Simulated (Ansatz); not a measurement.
# The cluster Zr6H16O20: structure and electronic state, part 2 of 2

Aim: characterise the cluster Zr6H16O20 as a singlet: its structure, frontier levels and distribution of charge.

Ansatz 0.2.0, Gaussian basis; RKS PBE0-D4/def2-SVP. Earlier steps stand in the parts before.

## Step 3: Single point, PBE0-D4/def2-SVP

start.molden holds the orbitals of an earlier run on this state, given as this run's starting guess.

Input file in.yaml:

```yaml
crystal:
  periodic: [false, false, false]
  atoms:
    - {symbol: Zr, position_ang: [0.864888, 2.247569, -1.837826]}
    - {symbol: Zr, position_ang: [-1.822414, -0.060727, -0.739385]}
    - {symbol: Zr, position_ang: [0.055774, -2.760047, -0.066759]}
    - {symbol: Zr, position_ang: [-0.596094, 3.141842, 0.894854]}
    - {symbol: Zr, position_ang: [2.500167, -0.510835, -0.350551]}
    - {symbol: Zr, position_ang: [0.161663, 0.035535, 1.882550]}
    - {symbol: O, position_ang: [-3.695016, -0.684306, -0.390083]}
    - {symbol: O, position_ang: [-2.884928, 1.411597, -1.773999]}
    - {symbol: O, position_ang: [0.015564, -4.496051, -1.076789]}
    - {symbol: O, position_ang: [-1.420934, -2.064383, -1.481192]}
    - {symbol: O, position_ang: [-0.032029, -0.683014, 3.703245]}
    - {symbol: O, position_ang: [-1.359445, -1.452761, 1.202404]}
    - {symbol: O, position_ang: [-0.553522, 0.787158, -2.441998]}
    - {symbol: O, position_ang: [-1.345714, 1.213830, 0.860013]}
    - {symbol: O, position_ang: [-1.080480, 3.149477, -1.134107]}
    - {symbol: O, position_ang: [0.134167, 2.087257, 2.646678]}
    - {symbol: O, position_ang: [-0.287922, -3.929400, 1.535950]}
    - {symbol: O, position_ang: [1.898011, -2.385008, -1.191383]}
    - {symbol: O, position_ang: [0.302961, -0.509926, -0.247212]}
    - {symbol: O, position_ang: [1.496766, -1.754560, 1.433324]}
    - {symbol: O, position_ang: [1.321609, 3.442251, -3.289948]}
    - {symbol: O, position_ang: [4.384263, -0.971142, -0.170056]}
    - {symbol: O, position_ang: [1.182341, 2.963355, 0.063992]}
    - {symbol: O, position_ang: [2.346961, 0.936871, -1.654330]}
    - {symbol: O, position_ang: [-1.242069, 4.819522, 1.651315]}
    - {symbol: O, position_ang: [2.133996, 0.767209, 1.318520]}
    - {symbol: H, position_ang: [-3.922870, -1.408606, 0.216114]}
    - {symbol: H, position_ang: [-3.834472, 1.374576, -1.549252]}
    - {symbol: H, position_ang: [0.104068, -4.555675, -2.043371]}
    - {symbol: H, position_ang: [-2.152756, -2.636807, -1.770738]}
    - {symbol: H, position_ang: [-0.121386, -1.567021, 4.094191]}
    - {symbol: H, position_ang: [-1.905715, -1.934036, 1.850836]}
    - {symbol: H, position_ang: [-1.267489, 1.142178, -3.014850]}
    - {symbol: H, position_ang: [-1.925505, 2.677518, -1.453726]}
    - {symbol: H, position_ang: [0.806622, 2.376137, 3.289535]}
    - {symbol: H, position_ang: [-0.313630, -4.870423, 1.276758]}
    - {symbol: H, position_ang: [2.503563, -3.109521, -1.424415]}
    - {symbol: H, position_ang: [1.877270, -2.288425, 2.154431]}
    - {symbol: H, position_ang: [1.936265, 3.873246, -3.899897]}
    - {symbol: H, position_ang: [5.314816, -1.187355, -0.029366]}
    - {symbol: H, position_ang: [-1.610235, 5.658575, 1.956744]}
    - {symbol: H, position_ang: [2.032906, 1.714346, 0.999789]}
basis:
  gaussian: {orbitals: def2-SVP, fitting: {mean_field: def2-universal-jkfit}, initial_orbitals: start.molden}
hamiltonian: {xc: pbe0, dispersion: d4}
scf: {omitted_lower_state_checks: [starts]}
output: {forces: true, orbitals: {seedname: orbitals}}
```

Started as:

```bash
$ ansatz run in.yaml --threads 2 --pin off --events-out ev --progress --plain --max-ram 22528MiB --backend cuda --devices 0, --max-vram 18GiB
```

The log of the run:

```text
Functional definition: PBE0
  name "PBE0"
  cite "Adamo & Barone, J. Chem. Phys. 110, 6158 (1999) doi:10.1063/1.478522"
  cite "Perdew, Burke & Ernzerhof, Phys. Rev. Lett. 77, 3865 (1996) doi:10.1103/PhysRevLett.77.3865"
  parent pbe
  parameter a = 0.25
  parameter kappa = 0.804
  parameter beta = 0.06672455060314922
  exchange = (1 - a)*pbe_x(kappa = kappa, mu = beta*pi^2/3) + a*exact_x
  correlation = pbe_c(beta = beta)
these checks for a lower state are left out or cut short: starts
3358 factors; integrals over basis functions are off by at most 1.6e-1 eV
mean field evaluation 1: about -48855.0706 eV, gradient 1.7e1 eV
mean field evaluation 2: about -48855.9788 eV, gradient 9.4e-1 eV
mean field evaluation 4: about -48855.9830 eV, gradient 7.3e-2 eV
mean field -48855.98302480 eV, -1795.4242603866 hartree, gradient 7.8e-5 eV, S^2 0.000000; 0 other end points of the search recorded, 0 dependent functions left out
the calculation of the forces begins
reference -48855.98314685 eV, -1795.4242648721 hartree; 124, 124 occupied and 422, 422 virtual orbitals, 3358 factors
Total energy: -48857.72994848 eV, -1795.4884586479 hartree
Atom 0 at     0.864888     2.247569    -1.837826 Å, force     0.175502     0.028561    -0.068187 eV/Å
Atom 1 at    -1.822414    -0.060727    -0.739385 Å, force    -0.120052     0.046716    -0.046210 eV/Å
Atom 2 at     0.055774    -2.760047    -0.066759 Å, force    -0.036758    -0.107663     0.016963 eV/Å
Atom 3 at    -0.596094     3.141842     0.894854 Å, force     0.088037     0.053911    -0.037833 eV/Å
Atom 4 at     2.500167    -0.510835    -0.350551 Å, force     0.068822     0.150079    -0.120012 eV/Å
Atom 5 at     0.161663     0.035535     1.882550 Å, force    -0.048021    -0.040966     0.052251 eV/Å
Atom 6 at    -3.695016    -0.684306    -0.390083 Å, force     0.201057    -0.354892     0.326594 eV/Å
Atom 7 at    -2.884928     1.411597    -1.773999 Å, force    -0.361453    -0.201787     0.318470 eV/Å
Atom 8 at     0.015564    -4.496051    -1.076789 Å, force     0.069621     0.268540    -0.389439 eV/Å
Atom 9 at    -1.420934    -2.064383    -1.481192 Å, force    -0.329811    -0.194901     0.109985 eV/Å
Atom 10 at    -0.032029    -0.683014     3.703245 Å, force    -0.014116    -0.391753    -0.132233 eV/Å
Atom 11 at    -1.359445    -1.452761     1.202404 Å, force    -0.085983    -0.177672     0.228408 eV/Å
Atom 12 at    -0.553522     0.787158    -2.441998 Å, force    -0.388283     0.336753    -0.065684 eV/Å
Atom 13 at    -1.345714     1.213830     0.860013 Å, force     0.300698    -0.026443    -0.117551 eV/Å
Atom 14 at    -1.080480     3.149477    -1.134107 Å, force    -0.205076    -0.414542     0.024180 eV/Å
Atom 15 at     0.134167     2.087257     2.646678 Å, force     0.350979     0.066301     0.087551 eV/Å
Atom 16 at    -0.287922    -3.929400     1.535950 Å, force     0.051714    -0.335615    -0.461697 eV/Å
Atom 17 at     1.898011    -2.385008    -1.191383 Å, force     0.232253    -0.265192     0.120907 eV/Å
Atom 18 at     0.302961    -0.509926    -0.247212 Å, force    -0.012025    -0.059913     0.213245 eV/Å
Atom 19 at     1.496766    -1.754560     1.433324 Å, force     0.063509    -0.162450     0.212520 eV/Å
Atom 20 at     1.321609     3.442251    -3.289948 Å, force     0.272186     0.001133    -0.061501 eV/Å
Atom 21 at     4.384263    -0.971142    -0.170056 Å, force     0.176888    -0.070972     0.057816 eV/Å
Atom 22 at     1.182341     2.963355     0.063992 Å, force    -0.482436    -0.176665    -0.095205 eV/Å
Atom 23 at     2.346961     0.936871    -1.654330 Å, force    -0.272940    -0.073067     0.279857 eV/Å
Atom 24 at    -1.242069     4.819522     1.651315 Å, force    -0.092191     0.160903     0.031384 eV/Å
Atom 25 at     2.133996     0.767209     1.318520 Å, force    -0.301568     0.312186    -0.329762 eV/Å
Atom 26 at    -3.922870    -1.408606     0.216114 Å, force     0.120950     0.439151    -0.368699 eV/Å
Atom 27 at    -3.834472     1.374576    -1.549252 Å, force     0.548483     0.016732    -0.145681 eV/Å
Atom 28 at     0.104068    -4.555675    -2.043371 Å, force    -0.054163     0.028877     0.565794 eV/Å
Atom 29 at    -2.152756    -2.636807    -1.770738 Å, force     0.424888     0.323968     0.147107 eV/Å
Atom 30 at    -0.121386    -1.567021     4.094191 Å, force     0.050406     0.515468    -0.218788 eV/Å
Atom 31 at    -1.905715    -1.934036     1.850836 Å, force     0.314636     0.272010    -0.374845 eV/Å
Atom 32 at    -1.267489     1.142178    -3.014850 Å, force     0.409369    -0.200550     0.313782 eV/Å
Atom 33 at    -1.925505     2.677518    -1.453726 Å, force     0.442834     0.253079     0.154557 eV/Å
Atom 34 at     0.806622     2.376137     3.289535 Å, force    -0.392712    -0.161298    -0.364219 eV/Å
Atom 35 at    -0.313630    -4.870423     1.276758 Å, force     0.010543     0.535930     0.166270 eV/Å
Atom 36 at     2.503563    -3.109521    -1.424415 Å, force    -0.342939     0.407986     0.112441 eV/Å
Atom 37 at     1.877270    -2.288425     2.154431 Å, force    -0.213765     0.297272    -0.405383 eV/Å
Atom 38 at     1.936265     3.873246    -3.899897 Å, force    -0.360951    -0.246065     0.351135 eV/Å
Atom 39 at     5.314816    -1.187355    -0.029366 Å, force    -0.556867     0.138647    -0.086632 eV/Å
Atom 40 at    -1.610235     5.658575     1.956744 Å, force     0.218368    -0.501083    -0.177087 eV/Å
Atom 41 at     2.032906     1.714346     0.999789 Å, force     0.080367    -0.490716     0.175431 eV/Å
Dipole moment:     0.254828    -0.192579     0.197253 e Å
Checks for a lower state left out: starts
```

Run time: 9 s. Hardware: 1 × H100 (card shared with other runs) with 2 threads of AMD EPYC 7R13, shared host; peak host memory 1.7 GiB.

Report: HOMO -7.85 eV, LUMO -0.78 eV.

Mulliken charges, from this run's orbitals:

Zr1 1.28; Zr2 1.14; Zr3 1.06; Zr4 1.27; Zr5 1.32; Zr6 1.18; O7 -0.45; O8 -0.54; O9 -0.45; O10 -0.53; O11 -0.43; O12 -0.58; O13 -0.55; O14 -0.77; O15 -0.60; O16 -0.56; O17 -0.46; O18 -0.55; O19 -0.87; O20 -0.60; O21 -0.44; O22 -0.45; O23 -0.69; O24 -0.63; O25 -0.46; O26 -0.56; H27 0.21; H28 0.25; H29 0.21; H30 0.26; H31 0.23; H32 0.26; H33 0.27; H34 0.28; H35 0.26; H36 0.23; H37 0.26; H38 0.27; H39 0.22; H40 0.20; H41 0.21; H42 0.30

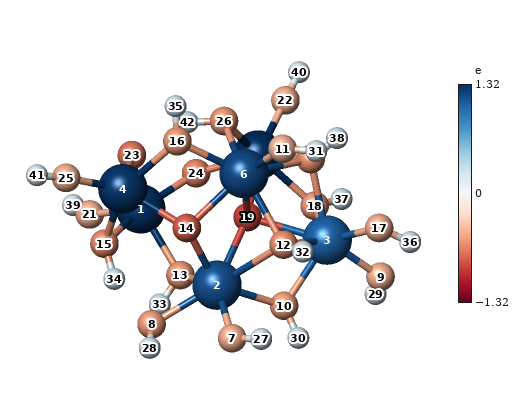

Mulliken charges, from this run's orbitals, as colours on the atoms.

Largest Mayer bond orders: Zr6–O11 1.33; Zr5–O22 1.28; Zr1–O21 1.28; Zr3–O9 1.27; Zr2–O7 1.25; Zr4–O25 1.25; Zr3–O17 1.24; Zr5–O24 1.10; Zr4–O23 1.05; Zr1–O24 0.99.

The fields below are evaluated on a grid from the run's orbitals.

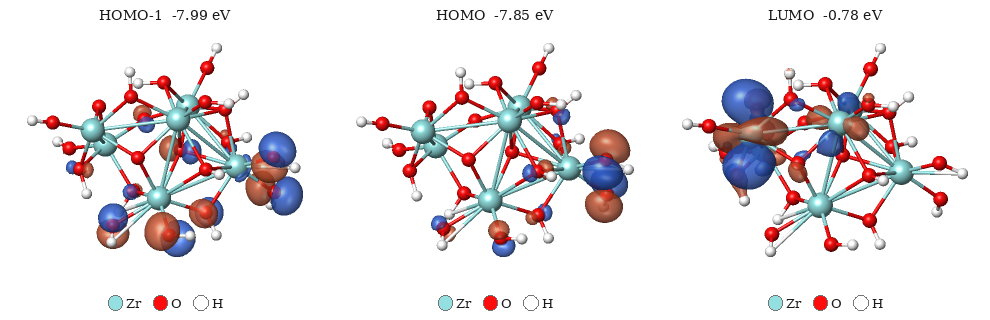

Frontier orbitals at PBE0-D4/def2-SVP; each surface holds 70 % of the orbital's density, blue and red mark the sign.

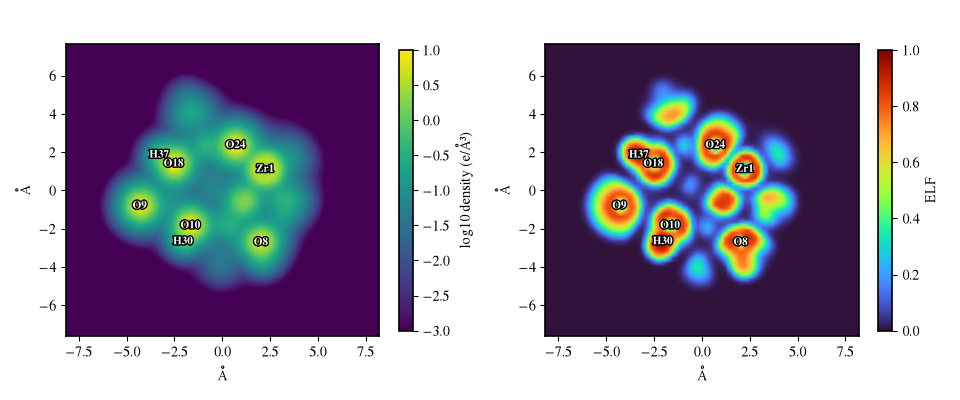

Density (left) and ELF (right) in a plane through or near 8 of the atoms.

## Step 4: Outcome

This closing draws on all 2 parts.

| quantity | value |
| --- | --- |
| point group | C1 |
| commonest bond, hydrogen aside | O–Zr, 37 of mean length 2.140 Å |
| HOMO, LUMO at PBE0-D4/def2-SVP | -7.85, -0.78 eV |
| dipole at PBE-D4/def2-SVP | 1.75 D |

**Reading.** The relaxation broke 3 and made 1 bonds, so the end is another structure than the start. No usable vibrations, so a minimum isn't proven. The HOMO lies nearest to O17 39 %; O9 30 % and the LUMO to Zr4 55 %; Zr6 8 %. Whether this spin is the lowest isn't tested here. The point group is read from a loosely relaxed geometry; soft torsions can leave it below the true symmetry.
